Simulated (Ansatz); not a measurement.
# A computed series for Cd3As2: pressure series

The reference is Cd3As2 (space group Pn-3m, No. 224; a cell from a computed database, its experimental status unchecked).

```
CELL_PARAMETERS angstrom
      6.33312     0.00000     0.00000
      0.00000     6.33312     0.00000
      0.00000     0.00000     6.33312
ATOMIC_POSITIONS crystal
  Cd 0.50000 0.00000 0.50000
  Cd 0.50000 0.00000 0.00000
  Cd 0.50000 0.50000 0.00000
  Cd 0.00000 0.50000 0.00000
  Cd 0.00000 0.50000 0.50000
  Cd 0.00000 0.00000 0.50000
  As 0.25000 0.75000 0.75000
  As 0.75000 0.75000 0.25000
  As 0.75000 0.25000 0.75000
  As 0.25000 0.25000 0.25000
```

Cell and atoms are relaxed at each pressure.

Calculations: PBEsol (Ansatz, a program for electronic structure), spin-orbit coupling left out.

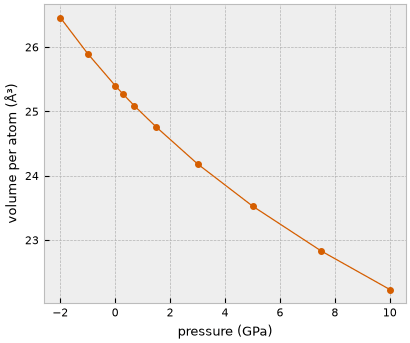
*Volume per atom against pressure*

```csv
pressure (GPa),volume per atom
-2,26.46 Å³
-1,25.90 Å³
0.3,25.26 Å³
0.7,25.09 Å³
1.5,24.76 Å³
3,24.18 Å³
5,23.53 Å³
7.5,22.83 Å³
10,22.23 Å³
```

Load acts through the strain it causes; cell and atoms are relaxed under it. Stability against distortions was not tested. No other phases were tried under pressure. All final runs are without spin polarisation.
